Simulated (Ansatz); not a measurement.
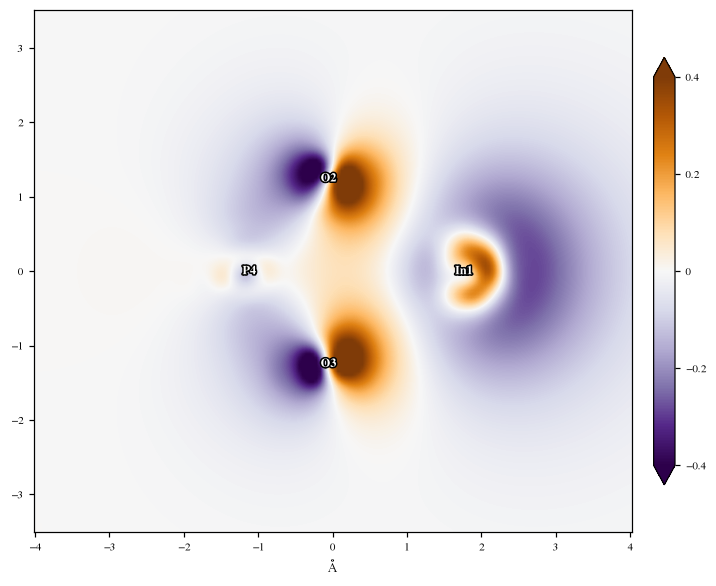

HInO2P (charge −1). The HOMO−1 on the plane of atoms O2, In1 and O3 (values in Å⁻³ᐟ²; the overall sign is arbitrary).

Geometry: PBE0-D3(BJ)/def2-SVPD; core potentials replace the inner electrons of In.

Computed with isolated molecule in a Gaussian basis; Kohn-Sham density functional theory, functional PBE0 (Ansatz).

Input

```
crystal:
  periodic: [false, false, false]
  atoms:
    - {symbol: In, position_ang: [-4.423669, -1.365779, 0.567628]}
    - {symbol: O, position_ang: [-2.839923, -0.088900, -0.266900]}
    - {symbol: O, position_ang: [-2.433263, -2.099148, 1.147039]}
    - {symbol: P, position_ang: [-1.584975, -0.961938, 0.325422]}
    - {symbol: H, position_ang: [-1.196774, -0.090318, 1.452948]}
basis:
  gaussian:
    orbitals: def2-TZVPD
total_charge: -1
hamiltonian:
  xc: {name: PBE0}
output: {forces: true, orbitals: {seedname: orbitals}}
```

Run with:

```sh
ansatz run input.yaml --threads 2 --pin off --max-ram 4350MiB --events-out events.jsonl --progress --plain --runs-dir runs
```

What is the character of this orbital?

Its weight (Hirshfeld) is mainly on In1 (about 60 %), O2 (about 15 %), O3 (about 15 %), P4 (about 10 %) and H5 (about 5 %). Its energy is −1.98 eV.
